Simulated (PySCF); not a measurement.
# C₇H₁₂Si: NMR shifts and electronic excitations in gas and solvents

Aim: compute the NMR shifts and electronic excitations of C₇H₁₂Si (`[SiH3]C[C@@H]1C=C[C@@H]2C[C@@H]21`), and see what a dielectric continuum does where one was used.

The runs use PySCF 2.14.0, with density-fitted response routines of our own; the level of theory stands in each step. All values are computed, except where a source is named. Atoms count from 0, in the outputs and in this text.

### Step 1. The starting structure

20 atoms, charge 0, multiplicity 1; geometry from: GFN2-xTB.

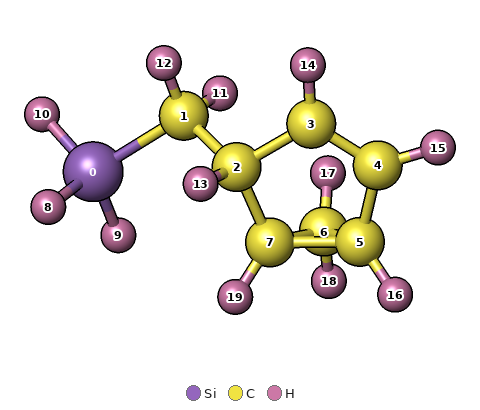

As it starts; silicon purple, carbon yellow, hydrogen pink, atoms numbered; sticks join atoms by distance.

### Step 2. Optimising the geometry at PBE0-D3(BJ)/def2-SVP

What the job is given:

```
{"job": {"xc": "PBE0", "basis": "def2-SVP", "d3": "d3bj", "grid": 1, "kind": "geom"}, "charge": 0, "multiplicity": 1}
Si     2.468549    -0.476121     0.942484
C      1.135917     0.815338     0.531830
C      0.328184     0.477875    -0.724594
C     -0.787821     1.458445    -0.982702
C     -1.963515     0.867193    -1.146290
C     -1.856629    -0.599372    -0.972904
C     -1.433806    -1.026563     0.408592
C     -0.402478    -0.855254    -0.663212
H      3.313923    -0.688481    -0.235637
H      1.852411    -1.743608     1.335697
H      3.283810     0.035425     2.046678
H      0.455244     0.921238     1.378484
H      1.603069     1.792646     0.389554
H      1.017054     0.477746    -1.579626
H     -0.600269     2.518335    -1.015371
H     -2.899297     1.354099    -1.361196
H     -2.470653    -1.255446    -1.571917
H     -1.492750    -0.298970     1.203412
H     -1.670687    -2.033972     0.717528
H      0.114597    -1.729874    -1.029301
```

On the command line:

```console
> OMP_NUM_THREADS=1 python probes_run.py task.json out
```

The driver reads the jobs from task.json and runs them one after another.

Log:

```text
step   0  E = -562.68241423  max force = 0.015114
step   1  E = -562.68561937  max force = 0.002168
step   2  E = -562.68567113  max force = 0.000572
step   3  E = -562.68567874  max force = 0.000349
optimisation converged
```

Run time: 2.5 min. Hardware: 1 thread, shared host.

Along the way:

```
step  energy from step 0 (eV)  largest force component (eV/Å)
   0                   0.0000                          0.7772
   1                  -0.0872                          0.1115
   2                  -0.0886                          0.0294
   3                  -0.0888                          0.0179
```

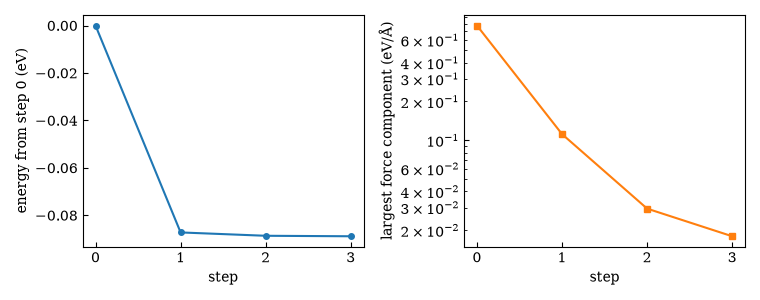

Energy and largest force along the relaxation.

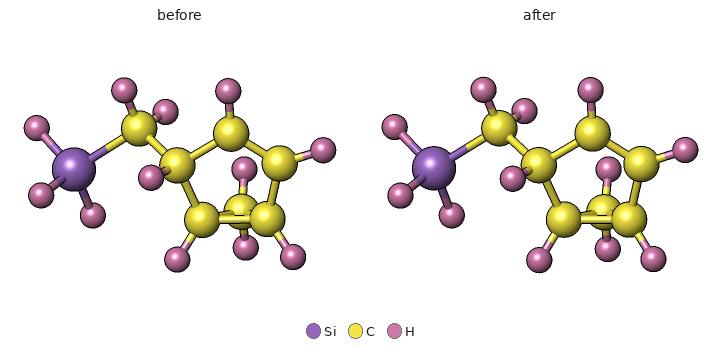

Before and after, at one scale.

Close pairs (by a distance rule), those that changed most:

```
   bond  before (Å)  after (Å)  change (Å)
 Si0–H8       1.466      1.498      +0.032
 Si0–H9       1.463      1.495      +0.032
Si0–H10       1.465      1.496      +0.031
 C3–H14       1.077      1.093      +0.016
 C4–H15       1.077      1.093      +0.016
 C6–H17       1.079      1.094      +0.015
 Si0–C1       1.901      1.887      -0.014
 C5–H16       1.080      1.094      +0.014
```

The next job starts from the end point, and lists it.

```
                         at the end point                value
  point group (found at 0.08 Å tolerance)                   C1
rotational constants (GHz, main isotopes)  3.661, 1.106, 0.940
                        dipole moment (D)                 0.67
```

### Step 3. Shielding tensors: PBE0/pcSseg-1 in dichloromethane

What the job is given:

```
{"job": {"kind": "nmr", "xc": "PBE0", "basis": "pcSseg-1", "solvent": "dichloromethane", "pop": true}, "charge": 0, "multiplicity": 1}
Si     2.400010    -0.220771     0.950759
C      1.062764     1.045651     0.540965
C      0.223661     0.703320    -0.697301
C     -0.890723     1.688454    -0.974054
C     -2.073100     1.086859    -1.153938
C     -1.967253    -0.385620    -0.962076
C     -1.568558    -0.814473     0.428171
C     -0.515829    -0.632569    -0.623732
H      3.264199    -0.463119    -0.248333
H      1.804575    -1.527341     1.367487
H      3.264490     0.279122     2.064671
H      0.408364     1.152137     1.423408
H      1.551253     2.026271     0.406400
H      0.905650     0.680430    -1.569200
H     -0.722458     2.768350    -0.994151
H     -3.013902     1.596704    -1.374770
H     -2.549025    -1.069922    -1.585803
H     -1.660615    -0.074737     1.229134
H     -1.790973    -1.842004     0.727901
H     -0.007334    -1.527999    -0.989647
```

Level: GIAO PBE0/pcSseg-1 NMR shielding, non-relativistic, IEF-PCM dichloromethane.

Log:

```text
coarse grid: 16672 points
cycle   1  E = -562.8147464912  dE =  9.904e-01  |g| = 3.875e-01  |ddm| = 3.986e+00
cycle   2  E = -562.8081496788  dE =  6.597e-03  |g| = 4.318e-01  |ddm| = 8.204e-01
cycle   3  E = -562.8569313158  dE = -4.878e-02  |g| = 4.162e-02  |ddm| = 4.733e-01
cycle   4  E = -562.8572274288  dE = -2.961e-04  |g| = 2.082e-02  |ddm| = 6.452e-02
cycle   5  E = -562.8573233620  dE = -9.593e-05  |g| = 7.010e-03  |ddm| = 2.386e-02
cycle   6  E = -562.8573343957  dE = -1.103e-05  |g| = 2.170e-03  |ddm| = 7.531e-03
cycle   7  E = -562.8573355601  dE = -1.164e-06  |g| = 3.127e-04  |ddm| = 1.921e-03
final grid: 154848 points
cycle   8  E = -562.9059716721  dE = -4.495e-05  |g| = 7.910e-03  |ddm| = 4.300e-02
cycle   9  E = -562.9059643431  dE =  7.329e-06  |g| = 9.673e-03  |ddm| = 1.821e-02
cycle  10  E = -562.9059885288  dE = -2.419e-05  |g| = 6.244e-04  |ddm| = 1.003e-02
cycle  11  E = -562.9059885996  dE = -7.074e-08  |g| = 2.938e-04  |ddm| = 8.290e-04
cycle  12  E = -562.9059886202  dE = -2.059e-08  |g| = 8.383e-05  |ddm| = 3.064e-04
cycle  13  E = -562.9059886217  dE = -1.508e-09  |g| = 2.916e-05  |ddm| = 9.111e-05
cycle  14  E = -562.9059886219  dE = -2.101e-10  |g| = 3.732e-06  |ddm| = 2.794e-05
converged SCF energy = -562.9059886219

GIAO shielding tensors (ppm)
atom      isotropic    diamagn.    paramagn.     s11        s22        s33       span
  0 Si     418.623     879.113    -460.490    390.111    398.723    467.035     76.924
  1 C      172.814     250.447     -77.633    156.251    170.619    191.570     35.319
  2 C      137.497     243.580    -106.082    119.453    142.250    150.789     31.336
  3 C       39.219     254.246    -215.027    -71.524     49.805    139.375    210.900
  4 C       40.623     253.785    -213.161    -66.432     48.032    140.270    206.702
  5 C      157.563     258.847    -101.283    116.111    148.842    207.736     91.625
  6 C      170.412     251.254     -80.841    133.855    166.819    210.562     76.707
  7 C      164.638     247.038     -82.400    127.434    156.574    209.906     82.472
  8 H       27.433      28.695      -1.262     24.260     25.476     32.562      8.302
  9 H       27.276      29.173      -1.897     23.265     27.251     31.312      8.047
 10 H       27.407      27.898      -0.490     24.077     24.830     33.316      9.239
 11 H       30.820      31.125      -0.305     26.551     30.547     35.361      8.810
 12 H       30.232      29.932       0.300     24.417     28.640     37.638     13.222
 13 H       28.152      31.168      -3.016     24.391     26.723     33.342      8.951
 14 H       25.778      30.622      -4.845     23.795     26.061     27.477      3.682
 15 H       25.060      29.980      -4.919     23.236     25.031     26.914      3.679
 16 H       29.371      32.074      -2.703     23.223     25.835     39.053     15.830
 17 H       31.379      30.845       0.535     25.879     30.020     38.239     12.360
 18 H       30.621      30.784      -0.163     25.421     25.926     40.515     15.094
 19 H       29.757      32.067      -2.311     23.489     27.148     38.633     15.143
```

Wall time 1.7 min (1 thread, shared host).

The references, computed at this level on geometries of the same kind, shield at (ppm): ¹H TMS 31.24, ¹³C TMS 185.3, ²⁹Si TMS 351.8. Their shielding less the atom's gives the shift. The references are single molecules in the same continuum. Atoms listed in one row are averaged.

```
      atoms                               environment  σ (ppm)  δ (ppm)
         C3                                 alkene CH     39.2    146.1
         C4                                 alkene CH     40.6    144.7
         C2                            allylic sp3 CH    137.5     47.8
         C5                three-membered-ring carbon    157.6     27.8
         C7                three-membered-ring carbon    164.6     20.7
         C6                three-membered-ring carbon    170.4     14.9
         C1                      sp3 CH2 bonded to Si    172.8     12.5
        H15                  hydrogen on an alkene CH    25.06     6.18
        H14                  hydrogen on an alkene CH    25.78     5.47
H8, H9, H10         hydrogen on a silicon bonded to C    27.37     3.87
        H13             hydrogen on an allylic sp3 CH    28.15     3.09
        H16  hydrogen on a three-membered-ring carbon    29.37     1.87
        H19  hydrogen on a three-membered-ring carbon    29.76     1.49
        H12       hydrogen on an sp3 CH2 bonded to Si    30.23     1.01
        H18  hydrogen on a three-membered-ring carbon    30.62     0.62
        H11       hydrogen on an sp3 CH2 bonded to Si    30.82     0.42
        H17  hydrogen on a three-membered-ring carbon    31.38    -0.14
        Si0                  silicon bonded to C, 3 H    418.6    -66.8
```

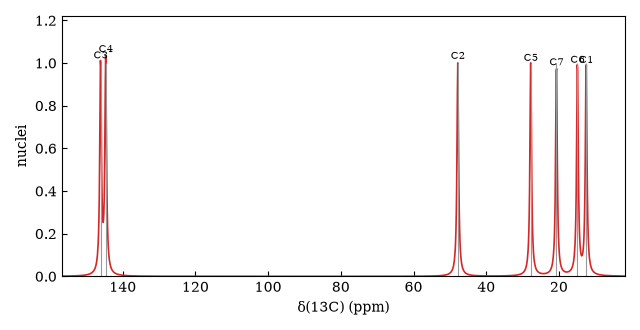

¹³C lines at the computed shifts, without couplings. Lines are broadened to a width of 0.53 ppm (Lorentzian).

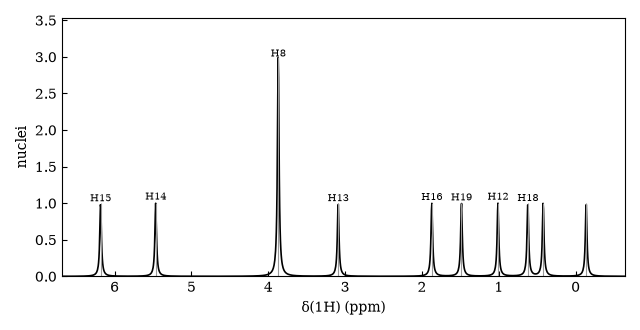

¹H lines at the computed shifts, without couplings. Lines are broadened to a width of 0.03 ppm (Lorentzian).

Charges from the same density, by scheme (e):

```
atoms  Mulliken    IAO  Hirshfeld  ESP fit
  Si0      0.49   0.59       0.31     0.32
   C1     -0.46  -0.53      -0.15    -0.30
   C2     -0.20  -0.11      -0.02     0.20
   C3     -0.12  -0.17      -0.06    -0.32
   C4     -0.06  -0.17      -0.05    -0.24
   C5     -0.22  -0.15      -0.05    -0.04
   C6     -0.14  -0.29      -0.09    -0.39
   C7     -0.22  -0.15      -0.04    -0.16
```

Mulliken charges:

Si0 0.49; C1 -0.46; C2 -0.20; C3 -0.12; C4 -0.06; C5 -0.22; C6 -0.14; C7 -0.22; H8 -0.09; H9 -0.09; H10 -0.10; H11 0.15; H12 0.16; H13 0.15; H14 0.10; H15 0.10; H16 0.13; H17 0.14; H18 0.14; H19 0.14

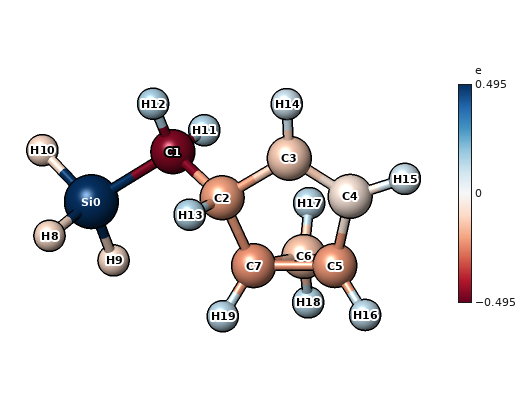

Mulliken charges, as colours on the atoms.

Mayer bond orders: Si0–C1 0.93, C1–C2 1.00, C2–C3 1.00, C3–C4 1.86, C4–C5 1.01, C5–C6 0.92, C6–C7 0.94, C7–C2 1.00, C7–C5 0.93.

Ring of atoms C2, C3, C4, C5, C7: NICS(0) -5.4, NICS(1) -4.3, NICS(1)zz -1.8 ppm (means of both faces; NICS(1) differs between them: -6.6 and -2.1).

Ring of atoms C5, C6, C7: NICS(0) -42.8, NICS(1) -8.6, NICS(1)zz -22.2 ppm (means of both faces).

In rings of three or four atoms NICS is ruled by the nearby σ bonds, so it says little on aromaticity.

### Step 4. Excited states and response: wB97X-D/def2-SVPD

The job, as its differences from that of step 3:

```diff
@@ -1,2 +1,2 @@
-{"job": {"kind": "nmr", "xc": "PBE0", "basis": "pcSseg-1", "solvent": "dichloromethane", "pop": true}, "charge": 0, "multiplicity": 1}
+{"job": {"kind": "uv", "xc": "wB97X-D", "basis": "def2-SVPD", "dynamic": true, "nstates": 6, "ntriplets": 0}, "charge": 0, "multiplicity": 1}
 Si     2.400010    -0.220771     0.950759
```

Method: TDDFT wB97X-D/def2-SVPD, vertical, gas phase, core orbitals frozen in the response.

Log:

```text
coarse grid: 16672 points
cycle   1  E = -562.9240738411  dE =  1.276e+00  |g| = 2.806e-01  |ddm| = 7.906e+00
cycle   2  E = -562.9436405739  dE = -1.957e-02  |g| = 1.647e-01  |ddm| = 1.219e+00
cycle   3  E = -562.9504805875  dE = -6.840e-03  |g| = 4.370e-02  |ddm| = 4.749e-01
cycle   4  E = -562.9510179893  dE = -5.374e-04  |g| = 1.155e-02  |ddm| = 2.009e-01
cycle   5  E = -562.9510519233  dE = -3.393e-05  |g| = 3.710e-03  |ddm| = 4.212e-02
cycle   6  E = -562.9510557485  dE = -3.825e-06  |g| = 1.080e-03  |ddm| = 1.380e-02
final grid: 154848 points
cycle   7  E = -563.0365379646  dE = -1.280e-04  |g| = 4.404e-03  |ddm| = 2.833e-01
cycle   8  E = -563.0365408701  dE = -2.906e-06  |g| = 3.528e-03  |ddm| = 3.647e-02
cycle   9  E = -563.0365437869  dE = -2.917e-06  |g| = 5.459e-04  |ddm| = 1.035e-02
cycle  10  E = -563.0365438657  dE = -7.882e-08  |g| = 3.301e-04  |ddm| = 3.141e-03
cycle  11  E = -563.0365438932  dE = -2.745e-08  |g| = 5.269e-05  |ddm| = 9.234e-04
cycle  12  E = -563.0365438941  dE = -9.898e-10  |g| = 1.420e-05  |ddm| = 2.452e-04
converged SCF energy = -563.0365438941

Static polarisability (au): isotropic 103.370, principal 86.264 101.203 122.642

Singlet excitations
state   eV       nm        f      main configurations
  1   6.2670    197.8   0.13253   H->L 0.90
  2   6.9648    178.0   0.01824   H->L+3 0.41, H->L+1 0.38, H->L+2 0.09
  3   7.2417    171.2   0.02582   H-1->L 0.88
  4   7.4711    166.0   0.01936   H->L+3 0.37, H->L+2 0.28, H->L+4 0.09
  5   7.6253    162.6   0.01642   H->L+1 0.32, H->L+4 0.32, H->L+5 0.10
  6   7.7502    160.0   0.04708   H-2->L 0.80
```

It took 3.3 min on 1 thread, shared host.

The orbitals next to the gap, with their largest atomic shares:

```
orbital      eV                       atoms
 HOMO−3  -10.96  C6 14 %, Si0 12 %, C5 10 %
 HOMO−2  -10.37  C1 27 %, Si0 19 %, C2 12 %
 HOMO−1   -9.94   C7 31 %, C5 18 %, C6 17 %
   HOMO   -8.55   C3 28 %, C4 25 %, C5 12 %
   LUMO    1.90   C4 26 %, C3 24 %, Si0 6 %
 LUMO+1    2.16   Si0 38 %, H10 7 %, H9 6 %
 LUMO+2    2.66    Si0 29 %, H9 9 %, C1 9 %
```

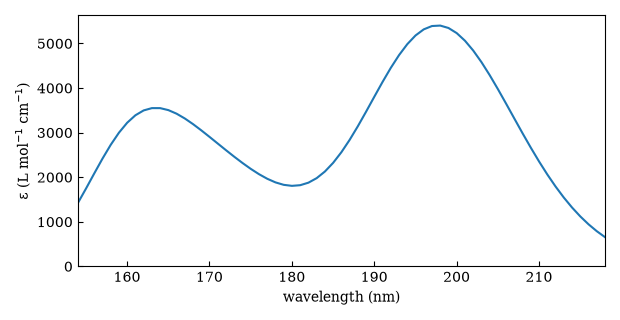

Absorption spectrum: each of the 6 states is a Gaussian band of 0.4 eV half-width at 1/e. Beyond the last state computed it falls off for lack of states.

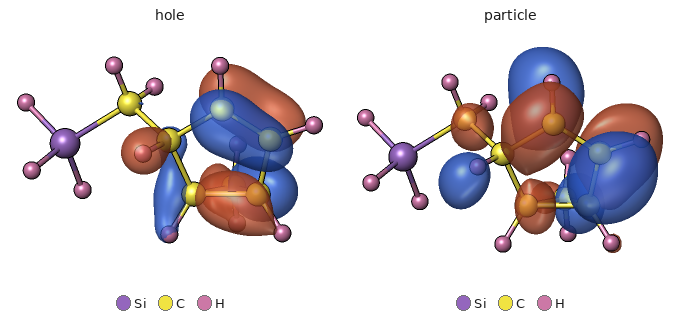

Leading natural transition orbitals of singlet state 1: the electron leaves the hole (left) for the particle orbital (right).

Ground-state properties from the same run:

```
           property  computed
  dipole moment (D)      0.63
polarisability (Å³)     15.32
 HOMO–LUMO gap (eV)     10.45
      −ε(HOMO) (eV)      8.55
C6 with itself (au)      4240
```

Orbitals, density, ELF and potential are computed afterwards from the orbital file.

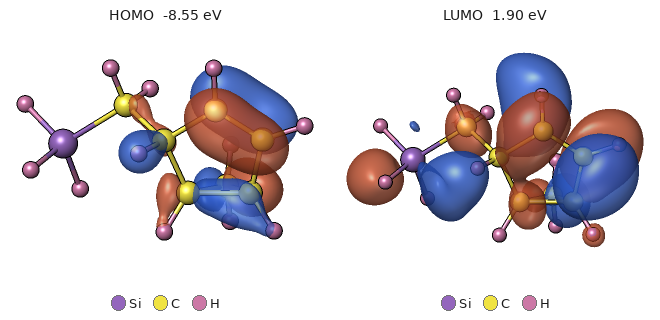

wB97X-D/def2-SVPD orbitals near the gap, drawn at the value that encloses 70 % of each; the two colours are the two signs.

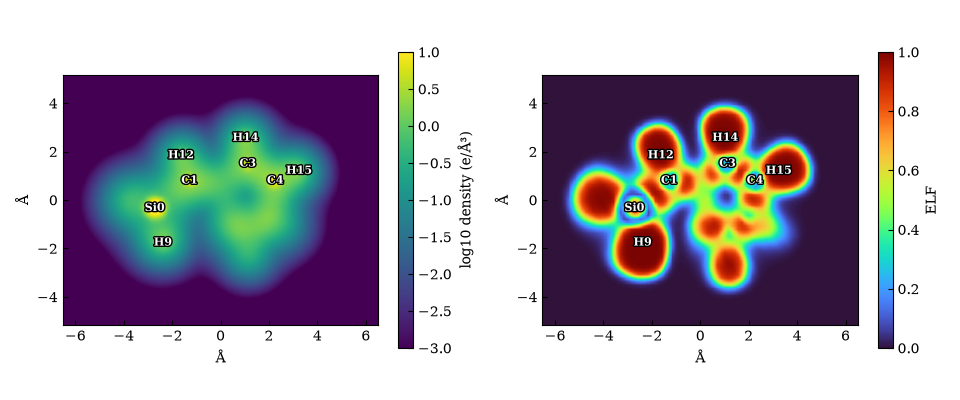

Density (left) and ELF (right) in a plane through or near 8 of the atoms.

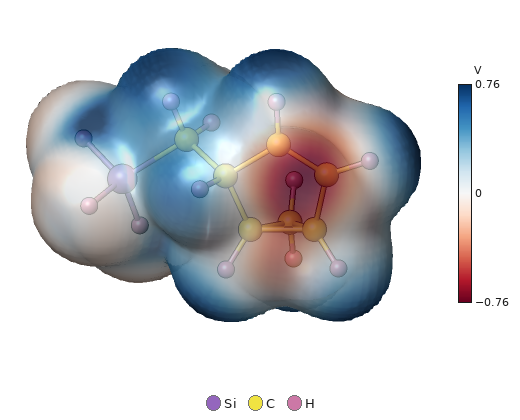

Electrostatic potential on the surface of density 0.002 e/bohr³; red is low, blue high. It runs, from the 1st to the 99th percentile, from -0.61 V near C4 to 0.76 V near H15.

### Step 5. TDDFT and polarisability: wB97X-D/def2-SVPD in dichloromethane

The job, as its differences from that of step 4:

```diff
@@ -1,2 +1,2 @@
-{"job": {"kind": "uv", "xc": "wB97X-D", "basis": "def2-SVPD", "dynamic": true, "nstates": 6, "ntriplets": 0}, "charge": 0, "multiplicity": 1}
+{"job": {"kind": "uv", "xc": "wB97X-D", "basis": "def2-SVPD", "solvent": "dichloromethane", "nstates": 6, "ntriplets": 0}, "charge": 0, "multiplicity": 1}
 Si     2.400010    -0.220771     0.950759
```

With the program's defaults for keys left out, this is: TDDFT wB97X-D/def2-SVPD, vertical, IEF-PCM dichloromethane (non-equilibrium linear response), core orbitals frozen in the response.

Log:

```text
coarse grid: 16672 points
cycle   1  E = -562.9278587520  dE =  1.273e+00  |g| = 2.746e-01  |ddm| = 7.917e+00
cycle   2  E = -562.9475354480  dE = -1.968e-02  |g| = 1.526e-01  |ddm| = 1.274e+00
cycle   3  E = -562.9534405928  dE = -5.905e-03  |g| = 4.152e-02  |ddm| = 4.504e-01
cycle   4  E = -562.9539470264  dE = -5.064e-04  |g| = 9.417e-03  |ddm| = 1.990e-01
cycle   5  E = -562.9539713734  dE = -2.435e-05  |g| = 3.156e-03  |ddm| = 3.811e-02
cycle   6  E = -562.9539745225  dE = -3.149e-06  |g| = 8.052e-04  |ddm| = 1.385e-02
final grid: 154848 points
cycle   7  E = -563.0394097020  dE = -1.283e-04  |g| = 4.186e-03  |ddm| = 2.830e-01
cycle   8  E = -563.0394128562  dE = -3.154e-06  |g| = 3.101e-03  |ddm| = 3.523e-02
cycle   9  E = -563.0394151156  dE = -2.259e-06  |g| = 4.838e-04  |ddm| = 9.529e-03
cycle  10  E = -563.0394151953  dE = -7.977e-08  |g| = 2.216e-04  |ddm| = 3.087e-03
cycle  11  E = -563.0394152078  dE = -1.246e-08  |g| = 5.067e-05  |ddm| = 6.542e-04
cycle  12  E = -563.0394152088  dE = -1.009e-09  |g| = 1.423e-05  |ddm| = 2.315e-04
cycle  13  E = -563.0394152089  dE = -9.913e-11  |g| = 5.219e-06  |ddm| = 9.145e-05
converged SCF energy = -563.0394152089

Static polarisability (au): isotropic 136.661, principal 118.758 135.915 155.310

Singlet excitations
state   eV       nm        f      main configurations
  1   6.1891    200.3   0.18087   H->L 0.91
  2   6.9825    177.6   0.02685   H->L+3 0.41, H->L+1 0.29, H->L+2 0.17
  3   7.1790    172.7   0.03405   H-1->L 0.90
  4   7.5389    164.5   0.02655   H->L+3 0.39, H->L+2 0.18, H->L+4 0.15
  5   7.6437    162.2   0.03496   H->L+1 0.35, H->L+4 0.30
  6   7.6961    161.1   0.06428   H-2->L 0.77
```

Run time: 2.6 min. Hardware: 1 thread, shared host.

Key values: HOMO -8.49 eV, LUMO 1.97 eV; lowest singlet 6.19 eV.

### Step 6. Comparing the runs: electronic excitations

Excitations and ground-state properties, with basis size and wall time:

```
                                 run  lowest singlet (eV)  brightest (eV)      f  gap (eV)  α (Å³)  μ (D)  functions     time
                   wB97X-D/def2-SVPD                 6.27            6.27  0.133     10.45   15.32   0.63        260  3.3 min
wB97X-D/def2-SVPD in dichloromethane                 6.19            6.19  0.181     10.46   20.25   0.67        260  2.6 min
```

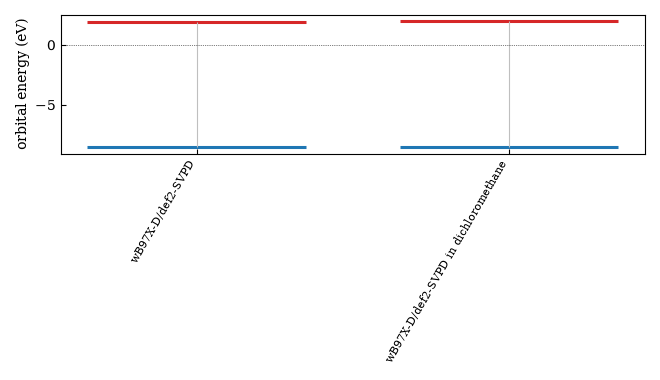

HOMO (blue) and LUMO (red) run by run.

### Step 7. Results

| quantity | value |
| --- | --- |
| point group | C1 |
| rotational constants (main isotopes) | 3.66, 1.11, 0.94 GHz |
| ¹³C shifts against TMS (PBE0/pcSseg-1, dichloromethane) | 146.1, 144.7, 47.8, 27.8, 20.7, 14.9, 12.5 ppm |
| ¹H shifts against TMS (PBE0/pcSseg-1, dichloromethane, means over atoms taken as alike) | 6.18, 5.47, 3.87, 3.09, 1.87, 1.49, 1.01, 0.62, 0.42, -0.14 ppm |
| ²⁹Si shifts against TMS (PBE0/pcSseg-1, dichloromethane) | -66.8 ppm |
| lowest singlet (wB97X-D/def2-SVPD) | 6.27 eV (198 nm), f = 0.133 |
| surface potential, 1st and 99th percentile | -0.61 V and 0.76 V |
| range of the lowest singlet | 6.19 to 6.27 eV |

In words: Over 3 steps the energy fell by 0.089 eV; of the close pairs, Si0–H8 changed most, 1.466 to 1.498 Å. The lowest singlet, at 6.27 eV, is HOMO→LUMO 0.90 and is bright. The lowest singlet runs from 6.19 eV (wB97X-D/def2-SVPD in dichloromethane) to 6.27 eV (wB97X-D/def2-SVPD), while the orbital gap spans 10.45 to 10.46 eV. The lowest state need not be the same one in every run.
